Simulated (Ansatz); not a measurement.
**[SiH3]+ (SMILES [SiH3+]): levels of theory compared**

Wanted: a comparison of 6 runs (CAM-B3LYP/3-21G, PBE0/6-31G*, UMP2/3-21G, MP2/6-31G*, CCSDT/3-21G, CCSDT/6-31G*) of [SiH3]+. 

The calculation is run with Ansatz 0.2.0.

2 further runs of the same task are left out: 2 that didn't finish.

## 1. The structure to begin with

[SiH3]+: 4 atoms, total charge +1, spin state singlet. SMILES: `[SiH3+]`. The H3–Si1 distance was set to 3.680 Å, away from the relaxed value. At this shape a bond of the SMILES string is far longer than usual.

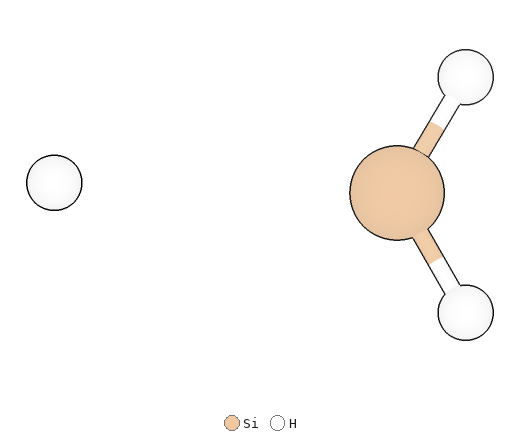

The structure, seen from a chosen angle (silicon light orange, hydrogen white).

## 2. The energy at CAM-B3LYP/3-21G (run 1)

The input, input.yaml:

```yaml
crystal:
  periodic: [false, false, false]
  atoms:
    - {symbol: Si, position_ang: [0.177599, 2.200793, 0.014850]}
    - {symbol: H, position_ang: [0.864499, 2.876193, 1.127850]}
    - {symbol: H, position_ang: [-0.118400, -1.467200, -0.009900]}
    - {symbol: H, position_ang: [-0.390901, 2.992493, -1.088250]}
basis:
  gaussian:
    orbitals: 3-21G.json
total_charge: 1
hamiltonian:
  xc: {name: CAM-B3LYP}
accuracy: high
```

The basis set 3-21G is read from a file made from the Basis Set Exchange's data (not shown).

On the command line:

```bash
$ ansatz run input.yaml --threads 1 --pin off --max-ram 2610MiB --events-out events.jsonl --progress --plain --runs-dir runs
```

What it wrote:

```text
Warning: RAYON_NUM_THREADS=1 ignored (pool sized by the plan → 1); use --threads N
Functional definition: CAM-B3LYP
  name "CAM-B3LYP"
  parameter alpha = 0.19
  parameter beta = 0.46
  parameter omega = 0.33/bohr
  parameter ac = 0.81
  exchange = (1 - alpha - beta)*b88_x + beta*b88_x_sr(omega) + alpha*exact_x + beta*exact_x_lr(omega)
  correlation = (1 - ac)*vwn5_c + ac*lyp_c
362 factors; integrals over basis functions are off by at most 4.0e-9 eV
160 factors; integrals over basis functions are off by at most 2.4e-9 eV
mean field evaluation 1: about -7865.6385 eV, gradient 1.3e1 eV
mean field evaluation 2: about -7857.6456 eV, gradient 2.9e1 eV
mean field evaluation 4: about -7868.8469 eV, gradient 3.8e0 eV
mean field evaluation 8: about -7868.9441 eV, gradient 8.6e-2 eV
mean field evaluation 16: about -7868.9442 eV, gradient 2.1e-7 eV
mean field -7868.94419327 eV, -289.1783653409 hartree, gradient 1.4e-8 eV, S^2 0.000000; 0 other end points of the search recorded, 0 dependent functions left out
reference -7868.94420916 eV, -289.1783659246 hartree; 8, 8 occupied and 11, 11 virtual orbitals, 362 factors
Total energy: -7868.94420916 eV, -289.1783659246 hartree
```

It took 0.74 s on 1 thread of Arm Neoverse V1, shared host.

## 3. A single-point energy at PBE0/6-31G(d) (spherical functions) (run 2)

The input, job.yaml:

```yaml
crystal:
  periodic: [false, false, false]
  atoms:
    - {symbol: Si, position_ang: [0.177599, 2.200793, 0.014850]}
    - {symbol: H, position_ang: [0.864499, 2.876193, 1.127850]}
    - {symbol: H, position_ang: [-0.118400, -1.467200, -0.009900]}
    - {symbol: H, position_ang: [-0.390901, 2.992493, -1.088250]}
basis:
  gaussian: {orbitals: 6-31G_st_-spherical.json}
total_charge: 1
hamiltonian: {xc: pbe0}
accuracy: high
```

The basis set 6-31G* is read from a file made from the Basis Set Exchange's data (not shown).

On the command line:

```bash
$ ansatz run job.yaml --threads 1 --pin off --max-ram 2610MiB --events-out events.jsonl --progress --plain --runs-dir runs
```

What it wrote:

```text
Warning: RAYON_NUM_THREADS=1 ignored (pool sized by the plan → 1); use --threads N
Functional definition: PBE0
  name "PBE0"
  parameter a = 0.25
  parameter kappa = 0.804
  parameter beta = 0.06672455060314922
  exchange = (1 - a)*pbe_x(kappa = kappa, mu = beta*pi^2/3) + a*exact_x
  correlation = pbe_c(beta = beta)
437 factors; integrals over basis functions are off by at most 4.2e-9 eV
mean field evaluation 1: about -7903.0421 eV, gradient 1.4e1 eV
mean field evaluation 2: about -7893.9540 eV, gradient 3.1e1 eV
mean field evaluation 4: about -7906.4144 eV, gradient 1.1e1 eV
mean field evaluation 8: about -7907.2675 eV, gradient 2.8e-1 eV
mean field evaluation 16: about -7907.2681 eV, gradient 2.9e-6 eV
mean field -7907.26809643 eV, -290.5867428051 hartree, gradient 1.6e-8 eV, S^2 0.000000; 0 other end points of the search recorded, 0 dependent functions left out
reference -7907.26809865 eV, -290.5867428865 hartree; 8, 8 occupied and 16, 16 virtual orbitals, 437 factors
Total energy: -7907.26809865 eV, -290.5867428865 hartree
```

Wall time 0.87 s (1 thread of Arm Neoverse V1, shared host).

Runs 3 to 4 aren't shown in full; the table further down has their settings and results.

## 4. The energy at CCSDT/3-21G (run 5)

Edit job.yaml of step 3 so:

```diff
@@ -8,5 +8,10 @@
 basis:
-  gaussian: {orbitals: 6-31G_st_-spherical.json}
+  gaussian:
+    orbitals: 3-21G.json
 total_charge: 1
-hamiltonian: {xc: pbe0}
+correlation:
+  method: ccsdt
+  frozen_orbitals: {H: 0, Si: 5}
 accuracy: high
+scf:
+  omitted_lower_state_checks: [cluster_reference, increment]
```

The basis set 3-21G is read from a file made from the Basis Set Exchange's data (not shown).

On the command line:

```bash
$ ansatz run job.yaml --threads 1 --pin off --max-ram 2610MiB --events-out events.jsonl --progress --plain --runs-dir runs
```

What it wrote, cut to the lines that bear on the results:

```text
Warning: RAYON_NUM_THREADS=1 ignored (pool sized by the plan → 1); use --threads N
Functional definition: HF
  name "HF"
[...]
362 factors; integrals over basis functions are off by at most 4.0e-9 eV
[...]
mean field -7852.49489957 eV, -288.5738649471 hartree, gradient 1.3e-8 eV, S^2 0.000000; 5 other end points of the search recorded, 0 dependent functions left out; unrestricted orbitals would lower it
5 core orbitals not correlated: weight in the atoms' cores, before any rotation towards them, 1.000 or more for the frozen orbitals, at most 0.000 for the correlated occupied ones
reference -7852.49489957 eV, -288.5738649471 hartree; 3, 3 occupied and 11, 11 virtual orbitals, 362 factors
second order -2.59164186 eV of doubles, -0.00000000 eV of singles
cycle   1  -2.45633456 eV  change   -8.0e-1 eV  update   1.5e-1
[...]
cycle  31  -4.55417457 eV  change   6.1e-11 eV  update  5.3e-11
WARN: these amplitudes may be one of several solutions (largest doubles amplitude 0.86, level shift 5.92 eV)
Total energy: -7857.04907415 eV, -288.7412277757 hartree
Checks for a lower state left out: cluster_reference, increment
```

It took 0.4 s on 1 thread of Arm Neoverse V1, shared host.

## 5. A single-point energy at CCSDT/6-31G(d) (spherical functions) (run 6)

The input, job.yaml:

```yaml
crystal:
  periodic: [false, false, false]
  atoms:
    - symbol: Si
      position_ang: [0.177599, 2.200793, 0.014850]
    - symbol: H
      position_ang: [0.864499, 2.876193, 1.127850]
    - symbol: H
      position_ang: [-0.118400, -1.467200, -0.009900]
    - symbol: H
      position_ang: [-0.390901, 2.992493, -1.088250]
basis:
  gaussian:
    orbitals: 6-31G_st_-spherical.json
total_charge: 1
correlation:
  method: ccsdt
  frozen_orbitals: {H: 0, Si: 5}
accuracy: high
scf:
  omitted_lower_state_checks: [cluster_reference, increment]
```

The basis set 6-31G* is read from a file made from the Basis Set Exchange's data (not shown).

On the command line:

```bash
$ ansatz run job.yaml --threads 1 --pin off --max-ram 2610MiB --events-out events.jsonl --progress --plain --runs-dir runs
```

What it wrote, cut to the lines that bear on the results:

```text
Warning: RAYON_NUM_THREADS=1 ignored (pool sized by the plan → 1); use --threads N
[... 2 set-up lines as earlier in the session ...]
[...]
437 factors; integrals over basis functions are off by at most 4.2e-9 eV
[...]
mean field -7893.74588772 eV, -290.0898108006 hartree, gradient 1.8e-8 eV, S^2 0.000000; 5 other end points of the search recorded, 0 dependent functions left out; unrestricted orbitals would lower it
5 core orbitals not correlated: weight in the atoms' cores, before any rotation towards them, 1.000 or more for the frozen orbitals, at most 0.000 for the correlated occupied ones
reference -7893.74588772 eV, -290.0898108006 hartree; 3, 3 occupied and 16, 16 virtual orbitals, 437 factors
second order -3.05532859 eV of doubles, -0.00000000 eV of singles
cycle   1  -2.95385964 eV  change   -9.0e-1 eV  update   1.4e-1
[...]
cycle  32  -5.06631649 eV  change   3.2e-10 eV  update  2.4e-10
WARN: these amplitudes may be one of several solutions (largest doubles amplitude 0.85, level shift 5.86 eV)
Total energy: -7898.81220421 eV, -290.2759944976 hartree
Checks for a lower state left out: cluster_reference, increment
```

Run time: 0.58 s. Hardware: 1 thread of Arm Neoverse V1, shared host.

## 6. All runs side by side

```csv
run,level,frozen core orbitals,energy (Eh),wall time
1,CAM-B3LYP/3-21G,–,-289.178366,0.74 s
2,PBE0/6-31G* (spherical functions),–,-290.586743,0.87 s
3,UMP2/3-21G,5,-288.723768,0.22 s
4,MP2/6-31G* (spherical functions),5,-290.202092,0.26 s
5,CCSDT/3-21G,5,-288.741228,0.4 s
6,CCSDT/6-31G* (spherical functions),5,-290.275994,0.58 s
```

## 7. Results

| quantity | value |
| --- | --- |
| run 6: total energy | -290.27599 Eh |
| run 6: correlation energy (5 core orbitals frozen) | -186.2 mEh |
| run 6: T1 diagnostic | 0.116 |

**Reading.** Totals of different functionals can't be ranked against each other. In runs 4, 5, 6 the log says that unrestricted orbitals would lower the reference, so the values rest on an unstable closed-shell determinant (other closed-shell runs at this shape may share the fault). Spin contamination of the reference: run 3 ⟨S²⟩ = 0.99. Where it is this large, the reference is a mixture of spin states, and values that rest on it are in doubt. All runs together took 3.1 s, the longest 0.87 s.
